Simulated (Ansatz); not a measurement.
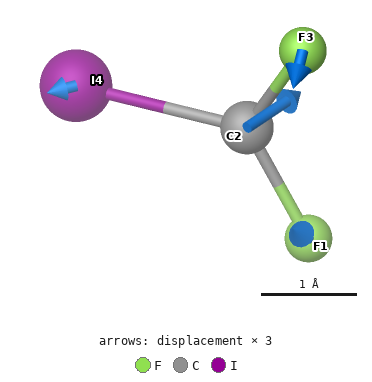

A relaxation of CIF$_{2}$ (multiplicity 2) (coarse preliminary run). The starting structure is drawn; blue arrows show the displacements, 3 times their true length. The two geometries are superimposed by the best rigid fit.

The picture is a ball-and-stick view, seen at a tilt.

The start comes from a force field.

Method: Ansatz 0.2.0, UKS PBE-D4/def2-SVP.

Input
```yaml
crystal:
  periodic: [false, false, false]
  atoms:
    - {symbol: F, position_ang: [1.241800, 0.170100, 0.771100]}
    - {symbol: C, position_ang: [0.073700, -0.125200, 0.079700]}
    - {symbol: F, position_ang: [-0.381400, -1.400800, 0.069800]}
    - {symbol: I, position_ang: [-0.878600, 1.295600, -0.941000]}
basis:
  gaussian: {orbitals: def2-SVP}
magnetization: {spin_polarized: true, initial_magnetization: 1}
hamiltonian: {xc: pbe, dispersion: d4}
relax: {f_tol: 0.03, max_steps: 200}
```

**Which element moves most?**

Carbon: up to 0.30 Å, against 0.15 Å for fluorine.

**What happened in the run?**

Over 6 accepted moves (7 points after the start) the energy falls by 0.674 eV. The largest force component goes from 1.7 to 0.019 eV/Å. The line search rejected the trial step at point 6 of the run. The atom that moves furthest after the best rigid fit is C2 (0.30 Å). By element the largest moves are C 0.30 Å, F 0.15 Å, I 0.11 Å. Near-neighbour distances that change, for instance: C2–I4 1.992 → 2.172 Å, F1–C2 1.389 → 1.324 Å, C2–F3 1.354 → 1.324 Å. Among the angles between lasting bonds that change: F1–C2–F3 119.1° → 110.1°, F1–C2–I4 120.4° → 114.2°.
